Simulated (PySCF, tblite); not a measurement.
**C6H9FSi: geometry, infrared bands and NMR shifts**

Wanted: the infrared bands and NMR shifts of C6H9FSi (`C#C[C@@H](C)[C@@H]1C[Si@@H]1F`), by calculation.

Programs: tblite 0.8.0 and PySCF 2.14.0, with density-fitted response routines of our own. Each step states its level of theory. These are calculated values for one molecule in the gas phase, unless marked as measured. Atoms count from 0, in the outputs and in this text.

### 1 The molecule as given

17 atoms, charge 0, multiplicity 1; geometry from: force field or distance geometry start.

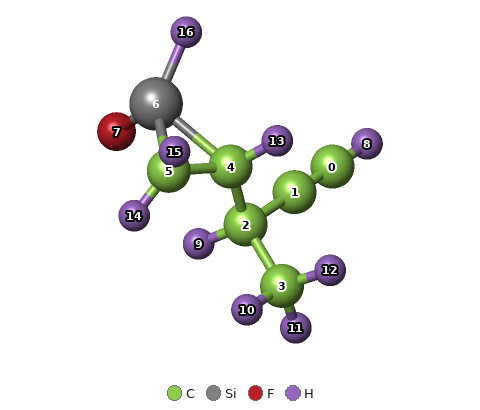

As it starts; carbon green, silicon grey, fluorine red, hydrogen purple, atoms numbered.

### 2 Optimising the geometry with GFN2-xTB

Job settings and geometry (Å):

```
{"job": {"kind": "relax", "xc": "GFN2-xTB", "basis": "xTB"}, "charge": 0, "multiplicity": 1}
C     -2.102900     1.590400     1.371400
C     -1.379200     0.713300     1.019500
C     -0.460800    -0.385300     0.621700
C     -1.262700    -1.516600    -0.020700
C      0.451500     0.248300    -0.377800
C      1.748900    -0.399000    -0.745300
Si     2.006800     1.121800     0.230700
F      2.112900     0.880200     1.809500
H     -2.760500     2.373500     1.679700
H      0.065100    -0.772400     1.494900
H     -0.595100    -2.328000    -0.342100
H     -1.978800    -1.951800     0.705000
H     -1.834200    -1.187000    -0.878400
H     -0.060400     0.779100    -1.180100
H      2.028400    -1.312700    -0.246100
H      2.071200    -0.357200    -1.764600
H      1.942700     2.515500    -0.261100
```

Started as:

```bash
$ OMP_NUM_THREADS=1 python probes_run.py task.json out
```

The driver reads the jobs from task.json and runs them one after another.

Output:

```text
step      E/eV     max force
  0    -647.95155    2.203
  1    -648.03137    3.754
  2    -648.10420    1.775
  3    -648.16823    0.653
  4    -648.21022    0.567
  5    -648.25736    0.633
  6    -648.28471    0.471
  7    -648.31728    0.435
  8    -648.33852    0.384
  9    -648.35959    0.375
 10    -648.37914    0.416
 11    -648.39572    0.299
 12    -648.40513    0.241
 13    -648.41029    0.177
 14    -648.41360    0.198
 15    -648.41600    0.115
 16    -648.41758    0.104
 17    -648.41887    0.124
 18    -648.42066    0.210
 19    -648.42329    0.245
 20    -648.42606    0.176
 21    -648.42801    0.092
 22    -648.42925    0.076
 23    -648.43037    0.117
 24    -648.43176    0.128
 25    -648.43338    0.087
 26    -648.43495    0.111
 27    -648.43645    0.119
 28    -648.43800    0.115
 29    -648.43952    0.095
 30    -648.44092    0.090
 31    -648.44225    0.084
 32    -648.44368    0.101
 33    -648.44526    0.108
 34    -648.44684    0.085
 35    -648.44824    0.093
 36    -648.44943    0.084
 37    -648.45037    0.076
 38    -648.45101    0.067
 39    -648.45143    0.057
 40    -648.45174    0.042
 41    -648.45201    0.035
 42    -648.45223    0.038
 43    -648.45238    0.038
 44    -648.45250    0.031
 45    -648.45263    0.028
 46    -648.45280    0.029
 47    -648.45299    0.042
 48    -648.45320    0.044
 49    -648.45339    0.039
 50    -648.45355    0.029
 51    -648.45366    0.025
 52    -648.45373    0.025
 53    -648.45379    0.025
 54    -648.45386    0.022
 55    -648.45396    0.028
 56    -648.45406    0.025
 57    -648.45413    0.020
 58    -648.45417    0.012
 59    -648.45419    0.012
 60    -648.45422    0.013
 61    -648.45424    0.013
 62    -648.45425    0.007
```

Wall time 0.78 s (1 thread of Arm Neoverse N1, shared host).

The steps of the relaxation: (not every step is listed)

| step | energy from step 0 (eV) | largest force (eV/Å) |
| --- | --- | --- |
| 0 | 0.0000 | 2.2028 |
| 1 | -0.0798 | 3.7538 |
| 2 | -0.1526 | 1.7754 |
| 3 | -0.2167 | 0.6531 |
| 4 | -0.2587 | 0.5671 |
| 5 | -0.3058 | 0.6329 |
| 6 | -0.3332 | 0.4707 |
| 7 | -0.3657 | 0.4355 |
| 8 | -0.3870 | 0.3837 |
| 12 | -0.4536 | 0.2411 |
| 16 | -0.4660 | 0.1036 |
| 20 | -0.4745 | 0.1762 |
| 24 | -0.4802 | 0.1284 |
| 28 | -0.4864 | 0.1155 |
| 32 | -0.4921 | 0.1007 |
| 36 | -0.4979 | 0.0843 |
| 40 | -0.5002 | 0.0425 |
| 44 | -0.5009 | 0.0308 |
| 48 | -0.5017 | 0.0443 |
| 52 | -0.5022 | 0.0254 |
| 56 | -0.5025 | 0.0252 |
| 57 | -0.5026 | 0.0203 |
| 58 | -0.5026 | 0.0116 |
| 59 | -0.5026 | 0.0119 |
| 60 | -0.5027 | 0.0134 |
| 61 | -0.5027 | 0.0132 |
| 62 | -0.5027 | 0.0073 |

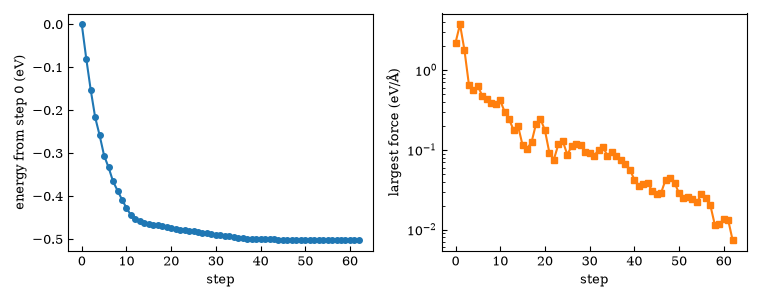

Energy and largest force along the relaxation.

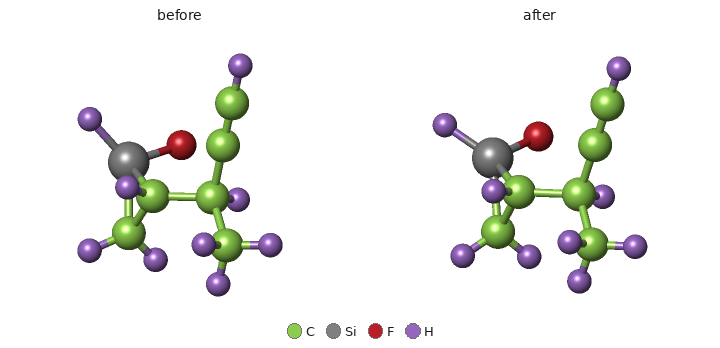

The geometry before (left) and after (right).

Close pairs (by a distance rule), those that changed most:

| bond | before (Å) | after (Å) | change (Å) |
| --- | --- | --- | --- |
| C4–C5 | 1.496 | 1.556 | +0.060 |
| C5–Si6 | 1.825 | 1.873 | +0.048 |
| Si6–H16 | 1.479 | 1.436 | -0.043 |
| C1–C2 | 1.486 | 1.452 | -0.034 |
| C2–C4 | 1.494 | 1.521 | +0.027 |
| C3–H11 | 1.109 | 1.088 | -0.021 |
| C0–H8 | 1.068 | 1.049 | -0.019 |
| Si6–F7 | 1.601 | 1.615 | +0.014 |

The end geometry stands in the next job.

### 3 Harmonic vibrations with GFN2-xTB

Job settings and geometry (Å):

```
{"job": {"kind": "ir", "xc": "GFN2-xTB", "basis": "xTB"}, "charge": 0, "multiplicity": 1}
C     -2.279605     1.470028     1.466237
C     -1.489064     0.655891     1.086655
C     -0.534059    -0.322848     0.597575
C     -1.268814    -1.492880    -0.066208
C      0.427039     0.336787    -0.379984
C      1.757093    -0.413851    -0.677067
Si     1.976507     1.235929     0.182900
F      2.320075     1.147013     1.758414
H     -2.970069     2.179058     1.813902
H      0.034622    -0.699200     1.456837
H     -0.550461    -2.220300    -0.437964
H     -1.928021    -1.983360     0.646805
H     -1.868120    -1.135438    -0.901274
H     -0.088931     0.685966    -1.269372
H      1.907813    -1.328401    -0.116968
H      1.997032    -0.553752    -1.721614
H      2.549966     2.451389    -0.322714
```

Output:

```text
mode    cm-1     km/mol
  1      48.6      0.39
  2      84.9      2.33
  3     119.2      5.16
  4     179.4      8.69
  5     189.1      1.36
  6     205.0      2.95
  7     228.0      8.47
  8     319.4     12.82
  9     362.2      2.23
 10     453.6     16.00
 11     468.0     88.65
 12     479.0      2.49
 13     591.6     76.90
 14     649.3     17.12
 15     664.3     13.74
 16     698.1     10.97
 17     704.5     40.78
 18     736.9     39.60
 19     848.4     67.64
 20     852.4    152.50
 21     924.0      5.23
 22     974.6      9.76
 23    1012.7     25.03
 24    1058.4      6.54
 25    1076.9     11.89
 26    1098.4      1.62
 27    1120.8     19.87
 28    1170.9     18.71
 29    1224.0      1.59
 30    1288.1      1.60
 31    1329.0      5.73
 32    1403.2      1.23
 33    1434.7      1.53
 34    1492.6      2.06
 35    1498.4      2.41
 36    2291.2     13.18
 37    2491.8    269.02
 38    2908.1     31.95
 39    3011.9     27.33
 40    3030.9     45.30
 41    3031.6     36.32
 42    3037.0     24.44
 43    3048.1     21.82
 44    3070.0     40.82
 45    3395.1      1.51
```

It took 1.1 s on 1 thread of Arm Neoverse N1, shared host.

The strongest bands and the atoms that carry them (share of the mass-weighted mode):

| cm⁻¹ | km/mol | atoms |
| --- | --- | --- |
| 468 | 88.7 | H16 77 % |
| 592 | 76.9 | H16 85 % |
| 704 | 40.8 | F7 25 %, C4 23 %, Si6 21 % |
| 848 | 67.6 | Si6 14 %, H14 14 %, C2 12 %, F7 10 % |
| 852 | 152.5 | Si6 29 %, F7 22 %, C4 12 %, C5 11 % |
| 2492 | 269.0 | H16 97 % |
| 3031 | 45.3 | H12 55 %, H11 34 % |
| 3070 | 40.8 | H15 86 % |

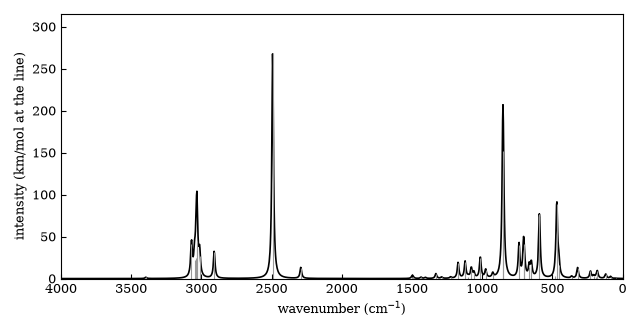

The infrared spectrum from these modes, unscaled. Lines are broadened to a width of 14 cm⁻¹ (Lorentzian).

### 4 Nuclear shieldings: PBE0/pcSseg-1

The job, as its differences from that of step 3:

```diff
@@ -1,2 +1,2 @@
-{"job": {"kind": "ir", "xc": "GFN2-xTB", "basis": "xTB"}, "charge": 0, "multiplicity": 1}
+{"job": {"kind": "nmr", "xc": "PBE0", "basis": "pcSseg-1"}, "charge": 0, "multiplicity": 1}
 C     -2.279605     1.470028     1.466237
```

Method: GIAO PBE0/pcSseg-1 NMR shielding, non-relativistic, gas phase.

Output:

```text
coarse grid: 14808 points
cycle   1  E = -622.6282847203  dE =  9.786e-01  |g| = 6.795e-01  |ddm| = 3.893e+00
cycle   2  E = -622.5702184794  dE =  5.807e-02  |g| = 9.118e-01  |ddm| = 1.444e+00
cycle   3  E = -622.7257570841  dE = -1.555e-01  |g| = 9.188e-02  |ddm| = 8.243e-01
cycle   4  E = -622.7271875920  dE = -1.431e-03  |g| = 3.494e-02  |ddm| = 1.069e-01
cycle   5  E = -622.7273510006  dE = -1.634e-04  |g| = 2.201e-02  |ddm| = 3.856e-02
cycle   6  E = -622.7274673879  dE = -1.164e-04  |g| = 3.839e-03  |ddm| = 1.839e-02
cycle   7  E = -622.7274705251  dE = -3.137e-06  |g| = 1.434e-03  |ddm| = 4.879e-03
final grid: 139128 points
cycle   8  E = -622.7824890646  dE = -3.739e-05  |g| = 8.899e-03  |ddm| = 4.336e-02
cycle   9  E = -622.7824638644  dE =  2.520e-05  |g| = 1.314e-02  |ddm| = 2.215e-02
cycle  10  E = -622.7825089729  dE = -4.511e-05  |g| = 2.483e-03  |ddm| = 1.425e-02
cycle  11  E = -622.7825103913  dE = -1.418e-06  |g| = 5.543e-04  |ddm| = 1.970e-03
cycle  12  E = -622.7825104615  dE = -7.016e-08  |g| = 1.561e-04  |ddm| = 6.276e-04
cycle  13  E = -622.7825104667  dE = -5.208e-09  |g| = 4.352e-05  |ddm| = 1.604e-04
cycle  14  E = -622.7825104670  dE = -3.492e-10  |g| = 1.207e-05  |ddm| = 4.912e-05
converged SCF energy = -622.7825104670

GIAO shielding tensors (ppm)
atom      isotropic    diamagn.    paramagn.     s11        s22        s33       span
  0 C      112.196     258.268    -146.072     42.654     48.037    245.898    203.244
  1 C       92.648     262.404    -169.756    -17.275     -4.194    299.415    316.690
  2 C      158.342     241.800     -83.458    145.163    156.509    173.355     28.192
  3 C      163.406     245.858     -82.452    148.930    154.953    186.335     37.405
  4 C      161.598     253.714     -92.116    138.518    150.217    196.059     57.541
  5 C      178.527     254.947     -76.420    154.224    182.052    199.306     45.082
  6 Si     388.975     879.163    -490.188    245.800    308.705    612.421    366.620
  7 F      430.537     468.529     -37.992    368.788    389.303    533.522    164.734
  8 H       30.168      34.589      -4.421     24.808     25.187     40.510     15.702
  9 H       29.365      30.468      -1.103     26.507     28.193     33.396      6.889
 10 H       30.118      30.167      -0.049     24.880     29.481     35.993     11.112
 11 H       30.082      28.300       1.783     25.674     27.584     36.988     11.314
 12 H       30.547      29.668       0.880     27.440     28.426     35.775      8.335
 13 H       30.734      32.964      -2.230     25.911     29.905     36.385     10.474
 14 H       30.952      31.342      -0.390     26.541     29.093     37.222     10.681
 15 H       30.810      30.292       0.518     25.358     27.213     39.859     14.501
 16 H       26.466      28.955      -2.489     21.971     24.759     32.668     10.697
```

It took 70 s on 1 thread of Arm Neoverse N1, shared host; peak memory 0.84 GiB.

Shifts follow as δ = σ(reference) − σ, with reference shieldings (ppm) from runs at the same level and on the same kind of geometry: ¹H TMS 31.72, ¹³C TMS 186.9, ²⁹Si TMS 349.2, ¹⁹F CFCl3 170.9. The references are single molecules in the gas phase, so shifts against H2O, NH3, PH3, H3PO4 or CFCl3 are not on the usual liquid scales and can be off by tens of ppm. Atoms listed in one row are averaged.

| atoms | environment | σ (ppm) | δ (ppm) | δ scaled to CDCl3 |
| --- | --- | --- | --- | --- |
| C1 | alkyne carbon | 92.6 | 94.3 | 90.1 |
| C0 | terminal alkyne carbon | 112.2 | 74.7 | 71.0 |
| C2 | propargylic sp3 CH | 158.3 | 28.6 | 26.0 |
| C4 | three-membered-ring carbon | 161.6 | 25.3 | 22.8 |
| C3 | methyl carbon | 163.4 | 23.5 | 21.0 |
| C5 | three-membered-ring carbon | 178.5 | 8.4 | 6.3 |
| H16 | hydrogen on a silicon bonded to 2 C, F, in a 3-membered ring | 26.47 | 5.25 | – |
| H9 | hydrogen on a propargylic sp3 CH | 29.37 | 2.35 | 2.32 |
| H8 | hydrogen on a terminal alkyne carbon | 30.17 | 1.55 | 1.57 |
| H10, H11, H12 | hydrogen on a methyl carbon | 30.25 | 1.47 | 1.49 |
| H13 | hydrogen on a three-membered-ring carbon | 30.73 | 0.98 | 1.03 |
| H15 | hydrogen on a three-membered-ring carbon | 30.81 | 0.91 | 0.96 |
| H14 | hydrogen on a three-membered-ring carbon | 30.95 | 0.76 | 0.83 |
| Si6 | silicon bonded to 2 C, F, H, in a 3-membered ring | 389.0 | -39.8 | – |
| F7 | fluorine bonded to Si | 430.5 | -259.6 | – |

The scaled column applies a straight-line fit of computed shieldings to shifts measured in CDCl3, and one for carbons that bear F (root-mean-square error 0.16 ppm for H, 1.9 ppm for C).

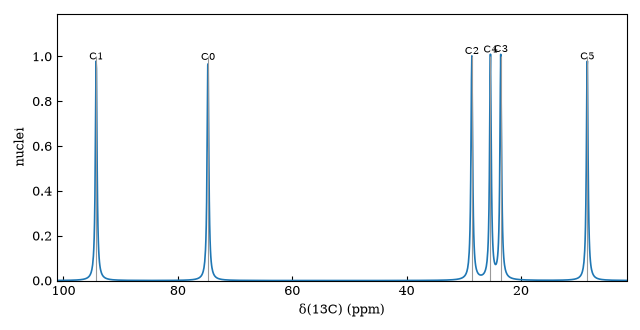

¹³C lines at the computed shifts, without couplings. Lines are broadened to a width of 0.34 ppm (Lorentzian).

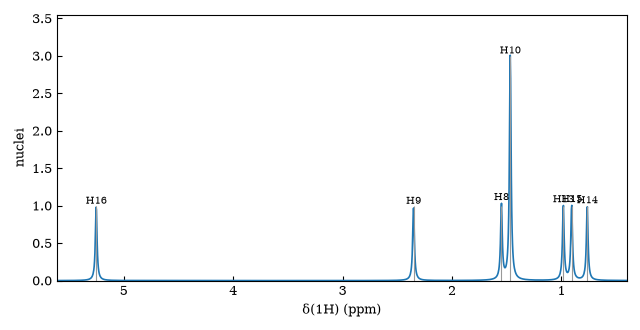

¹H lines at the computed shifts, without couplings. Lines are broadened to a width of 0.02 ppm (Lorentzian).

The run also stored atomic charges by several schemes (e):

| atoms | Mulliken | IAO | Hirshfeld | ESP fit |
| --- | --- | --- | --- | --- |
| C0 | -0.42 | -0.26 | -0.13 | -0.31 |
| C1 | 0.33 | -0.02 | -0.04 | -0.32 |
| C2 | -0.29 | -0.11 | -0.01 | 0.62 |
| C3 | -0.17 | -0.41 | -0.11 | -0.53 |
| C4 | -0.43 | -0.38 | -0.11 | -0.38 |
| C5 | -0.45 | -0.57 | -0.18 | -0.59 |
| Si6 | 0.95 | 1.12 | 0.43 | 0.49 |
| F7 | -0.42 | -0.52 | -0.20 | -0.25 |

Hirshfeld charges:

C0 -0.13; C1 -0.04; C2 -0.01; C3 -0.11; C4 -0.11; C5 -0.18; Si6 0.43; F7 -0.20; H8 0.09; H9 0.05; H10 0.04; H11 0.04; H12 0.04; H13 0.04; H14 0.05; H15 0.04; H16 -0.05

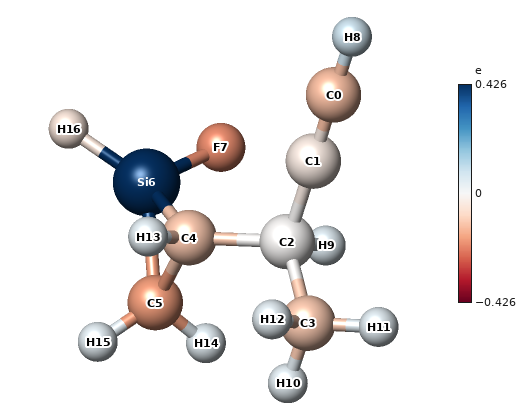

Hirshfeld charges, as colours on the atoms.

Mayer bond orders: C0–C1 2.53, C1–C2 1.00, C2–C3 1.02, C2–C4 1.00, C4–C5 0.86, C5–Si6 0.95, Si6–F7 0.93, Si6–C4 0.90.

Ring of atoms C4, C5, Si6: NICS(0) -18.9, NICS(1) -5.9, NICS(1)zz -10.1 ppm (means of both faces; NICS(1) differs between them: -7.5 and -4.3).

The two faces differ (NICS(1)zz -5.5 and -14.7 ppm).

In rings of three or four atoms NICS is ruled by the nearby σ bonds, so it says little on aromaticity.

Orbitals, density, ELF and potential are computed afterwards from the orbital file.

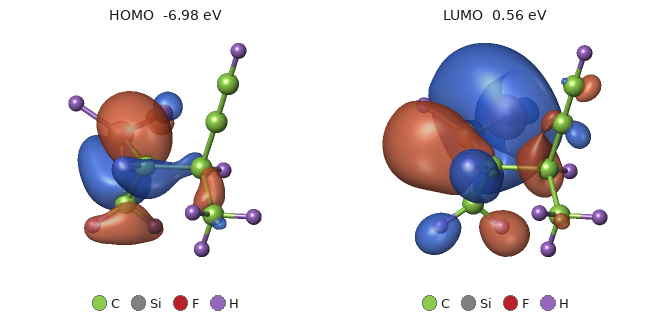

Frontier orbitals at PBE0/pcSseg-1; each surface holds 70 % of the orbital's density, blue and red mark the sign.

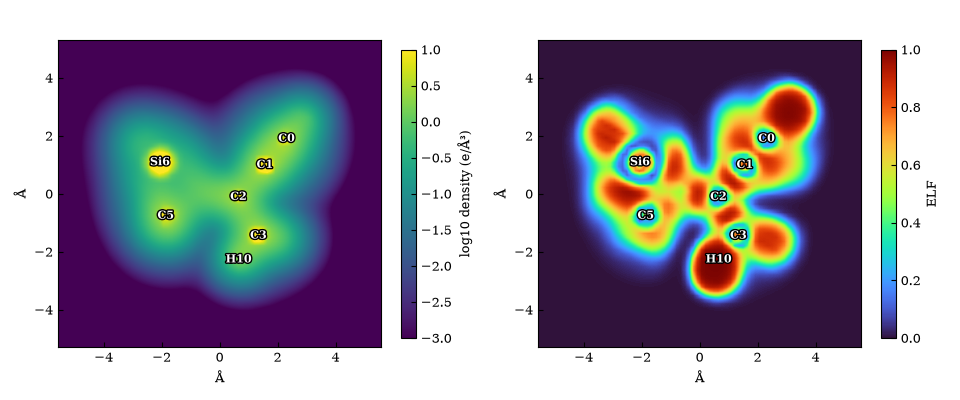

Density (left) and ELF (right) in a plane through or near 7 of the atoms.

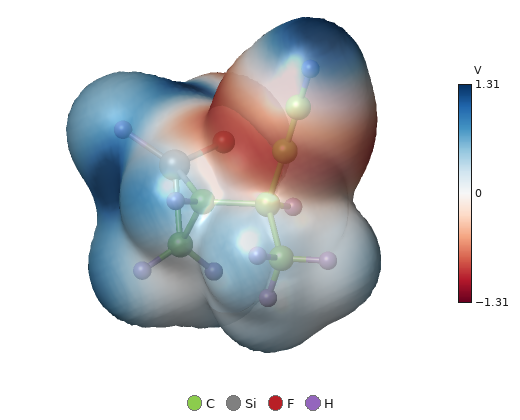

The potential that a unit positive charge feels on the 0.002 e/bohr³ surface, from -1.02 V near F7 to 1.31 V near H16.

### 5 What came out

| quantity | value |
| --- | --- |
| strongest single infrared mode (GFN2-xTB) | 2492 cm⁻¹, 269 km/mol |
| zero-point energy (GFN2-xTB) | 80.5 kcal/mol |
| ¹³C shifts against TMS (PBE0/pcSseg-1) | 94.3, 74.7, 28.6, 25.3, 23.5, 8.4 ppm |
| ¹H shifts against TMS (PBE0/pcSseg-1, means over atoms taken as alike) | 5.25, 2.35, 1.55, 1.47, 0.98, 0.91, 0.76 ppm |
| ²⁹Si shifts against TMS (PBE0/pcSseg-1) | -39.8 ppm |
| ¹⁹F shifts against CFCl3 (PBE0/pcSseg-1) | -259.6 ppm |
| surface potential, least and greatest | -1.02 V and 1.31 V |

What this shows: Relaxing lowered the energy by 0.503 eV in 62 steps; the close pair that moved most is C4–C5, from 1.496 to 1.556 Å. No mode is imaginary among the 45: a minimum at this level. The strongest single mode, at 2492 cm⁻¹, moves mainly H16. Unscaled tight-binding wavenumbers are off by several per cent, some by more. Its intensities can rank the bands wrongly. At PBE0/pcSseg-1: The largest span, 367 ppm, is at Si6, where the paramagnetic term is -490 ppm.
